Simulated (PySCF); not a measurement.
**Geometry relaxation of BH**

BH (borane(1)), SMILES [BH], computed with HF/aug-pc-1, RHF (PySCF 2.14.0).

Figures and captions count atoms from 1; the log counts them from 0 in places.

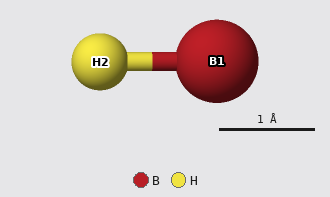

Figure 1. The input geometry (ball-and-stick view, seen on its broad side; atoms are numbered from 1 in the order of the input).

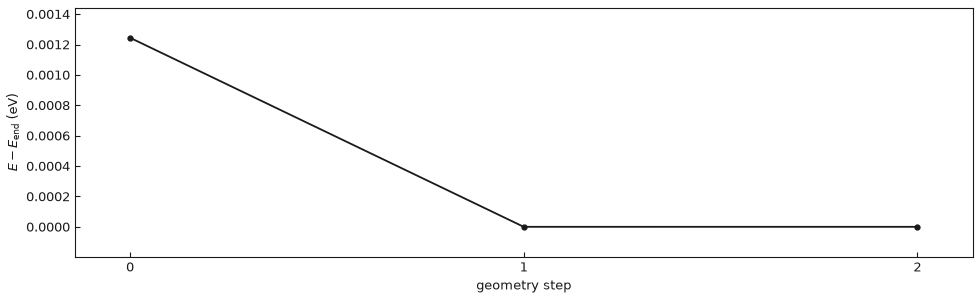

Figure 2. Progress of the relaxation, step by step (steps are counted from 0). After 2 geometry steps the energy has fallen by 0.001 eV. The largest force component goes from 0.23 to under 0.0001 eV/Å. The largest moves after the best rigid fit, 0.005 Å, are those of B1 and H2. By element the largest moves are B 0.005 Å, H 0.005 Å. Distances before and after: B1–H2 1.232 → 1.222 Å. (Atoms are counted from 1 in the order of the input.)

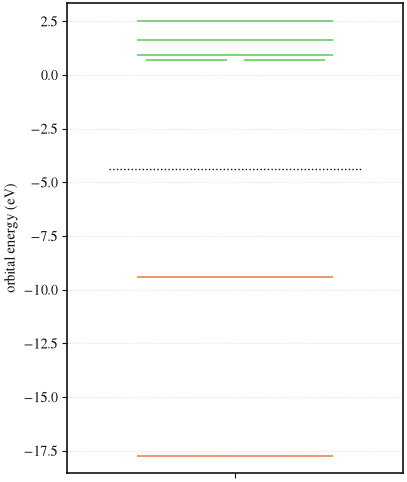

Figure 3. Orbital energies near the frontier; the dotted line parts filled from empty levels, and levels within 0.02 eV of each other stand side by side. Highest filled −9.43 eV, lowest empty 0.70 eV, 10.13 eV apart.

The input that produced these results follows, with the program's output.

Input file (input.py):
```python
# borane(1)
from pyscf import gto, symm
from pyscf.hessian import thermo
from pyscf.geomopt.geometric_solver import kernel as optimise

mol = gto.M(
    atom=[
    ('B', (0.000000, 0.000000, -0.616200)),
    ('H', (0.000000, 0.000000, 0.616200)),
],
    charge=0,
    verbose=3,
    max_memory=1860,
    spin=0,
    basis='aug-pc-1',
)

mf = mol.RHF()
mf.conv_tol = 1e-10
converged, mol_eq = optimise(mf, maxsteps=60, convergence_set='GAU_TIGHT')
print('converged:', converged)
print(mol_eq.tostring())

mf.reset(mol_eq)
mol = mol_eq
mf.kernel()
if not mf.converged:
    mf = mf.newton().run(mf.mo_coeff, mf.mo_occ)
etot = mf.e_tot
print('Final energy', etot)
hess = mf.Hessian().kernel()
modes = thermo.harmonic_analysis(mol, hess)
thermo.dump_normal_mode(mol, modes)
symm.geom.TOLERANCE = 1e-3  # for the symmetry number
th = thermo.thermo(mf, modes['freq_au'], 298.15, 101325)
thermo.dump_thermo(mol, th)
```

Command:
```bash
OMP_NUM_THREADS=1 python input.py
```

What the program printed:
```
#|     Arguments passed to driver run_optimizer():      |#
convergence_set           GAU_TIGHT
customengine              <pyscf.geomopt.geometric_solver.PySCFEngine object>
maxiter                   60
----------------------------------------------------------
Custom engine selected.
Bonds will be generated from interatomic distances less than 1.20 times sum of covalent radii
6 internal coordinates being used (instead of 6 Cartesians)
Internal coordinate system (atoms numbered from 1):
Distance 1-2
Translation-X 1-2
Translation-Y 1-2
Translation-Z 1-2
Rotation-A 1-2
Rotation-B 1-2
Rotation-C 1-2
<class 'geometric.internal.Distance'> : 1
<class 'geometric.internal.TranslationX'> : 1
<class 'geometric.internal.TranslationY'> : 1
<class 'geometric.internal.TranslationZ'> : 1
<class 'geometric.internal.RotationA'> : 1
<class 'geometric.internal.RotationB'> : 1
<class 'geometric.internal.RotationC'> : 1
> ===== Optimization Info: ====
> Job type: Energy minimization
> Maximum number of optimization cycles: 60
> Initial / maximum trust radius (Angstrom): 0.100 / 0.300
> Convergence Criteria:
> Will converge when all 5 criteria are reached:
>  |Delta-E| < 1.00e-06
>  RMS-Grad  < 1.00e-05
>  Max-Grad  < 1.50e-05
>  RMS-Disp  < 4.00e-05
>  Max-Disp  < 6.00e-05
> === End Optimization Info ===

Geometry optimization cycle 1
Cartesian coordinates (Angstrom)
 Atom        New coordinates             dX        dY        dZ
   B   0.000000   0.000000  -0.616200    0.000000  0.000000  0.000000
   H   0.000000   0.000000   0.616200    0.000000  0.000000  0.000000

WARN: Mole.unit (angstrom) is changed to Bohr

converged SCF energy = -25.1170737912773
--------------- RHF_Scanner gradients ---------------
         x                y                z
0 B     0.0000000000     0.0000000000    -0.0044952923
1 H    -0.0000000000    -0.0000000000     0.0044952923
----------------------------------------------
cycle 1: E = -25.1170737913  dE = -25.1171  norm(grad) = 0.0063573
Step    0 : Gradient = 4.495e-03/4.495e-03 (rms/max) Energy = -25.1170737913
Hessian Eigenvalues: 5.00000e-02 5.00000e-02 5.00000e-02 ... 5.00000e-02 5.00000e-02 2.24438e-01

Geometry optimization cycle 2
Cartesian coordinates (Angstrom)
 Atom        New coordinates             dX        dY        dZ
   B  -0.000000  -0.000000  -0.610901   -0.000000 -0.000000  0.005299
   H   0.000000   0.000000   0.610901    0.000000  0.000000 -0.005299
converged SCF energy = -25.1171195223653
--------------- RHF_Scanner gradients ---------------
         x                y                z
0 B     0.0000000000    -0.0000000000    -0.0000309027
1 H    -0.0000000000     0.0000000000     0.0000309027
----------------------------------------------
cycle 2: E = -25.1171195224  dE = -4.57311e-05  norm(grad) = 4.3703e-05
Step    1 : Displace = 5.299e-03/5.299e-03 (rms/max) Trust = 1.000e-01 (=) Grad = 3.090e-05/3.090e-05 (rms/max) E (change) = -25.1171195224 (-4.573e-05) Quality = 1.016
Hessian Eigenvalues: 5.00000e-02 5.00000e-02 5.00000e-02 ... 5.00000e-02 5.00000e-02 2.22895e-01

Geometry optimization cycle 3
Cartesian coordinates (Angstrom)
 Atom        New coordinates             dX        dY        dZ
   B  -0.000000   0.000000  -0.610864   -0.000000  0.000000  0.000037
   H   0.000000  -0.000000   0.610864    0.000000 -0.000000 -0.000037
converged SCF energy = -25.1171195244478
--------------- RHF_Scanner gradients ---------------
         x                y                z
0 B     0.0000000000     0.0000000000     0.0000010900
1 H    -0.0000000000    -0.0000000000    -0.0000010900
----------------------------------------------
cycle 3: E = -25.1171195244  dE = -2.08248e-09  norm(grad) = 1.54155e-06
Step    2 : Displace = 3.668e-05/3.668e-05 (rms/max) Trust = 1.414e-01 (+) Grad = 1.090e-06/1.090e-06 (rms/max) E (change) = -25.1171195244 (-2.082e-09) Quality = 0.972
Hessian Eigenvalues: 5.00000e-02 5.00000e-02 5.00000e-02 ... 5.00000e-02 5.00000e-02 2.22895e-01
Converged! =D

converged: True
B          -0.00000000        0.00000000       -0.61086384
H           0.00000000       -0.00000000        0.61086384
converged SCF energy = -25.1171195244487
Final energy -25.117119524448675
Mode                                 0
Irrep
Freq [cm^-1]                     2562.1644
Reduced mass [au]                   1.0925
Force const [Dyne/A]                4.2255
Char temp [K]                    3686.3841
Normal mode                   x     y     z
       0   B                 0.00 -0.00  0.09
       1   H                -0.00  0.00 -0.95
temperature 298.1500 [K]
pressure 101325.00 [Pa]
Rotational constants [GHz] inf 367.21984 367.21984
Symmetry number 1
Zero-point energy (ZPE) 0.00584 [Eh]   15325.147 [J/mol]
                           tot       elec      trans        rot        vib
Entropy [J/mol/K]       171.377      0.000    139.546     31.831      0.000
Cv [J/mol/K]             20.792      0.000     12.472      8.314      0.005
Cp [J/mol/K]             29.106      0.000     20.786      8.314      0.005
Internal energy [J/mol]                      3718.434   2478.956  15325.277
Internal energy [Eh]   -25.10892  -25.11712
Enthalpy [J/mol]                             6197.391   2478.956  15325.277
Enthalpy [Eh]          -25.10798
Gibbs free energy [J/mol]                  -35408.310  -7011.350  15325.136
Gibbs free energy [Eh] -25.12744
```

Trajectory as extended XYZ (Å, eV, eV/Å), 3 frames, from step=0 to step=2:
```
2
Properties=species:S:1:pos:R:3:forces:R:3 step=0 energy=-683.47040
B     0.0000    0.0000   -0.6162    0.0000   0.0000   0.2312
H     0.0000    0.0000    0.6162    0.0000   0.0000  -0.2312
2
Properties=species:S:1:pos:R:3:forces:R:3 step=1 energy=-683.47164
B     0.0000    0.0000   -0.6109    0.0000   0.0000   0.0016
H     0.0000    0.0000    0.6109    0.0000   0.0000  -0.0016
2
Properties=species:S:1:pos:R:3:forces:R:3 step=2 energy=-683.47164
B     0.0000    0.0000   -0.6109    0.0000   0.0000  -0.0001
H     0.0000    0.0000    0.6109    0.0000   0.0000   0.0001
```

Key numbers:

```tsv
quantity	value
outcome	converged
total energy	−25.117120 hartree
basis functions	32
HOMO	−9.43 eV
LUMO	0.70 eV
zero-point energy	0.005837 hartree
dipole moment	1.78 D
wavenumbers, lowest and highest	2562 cm⁻¹
hardware	1 thread of Intel Xeon @ 2.50GHz (Skylake/Cascade Lake), 189 GiB of memory available, shared host
wall time	8.2 s
peak memory	0.14 GiB
```
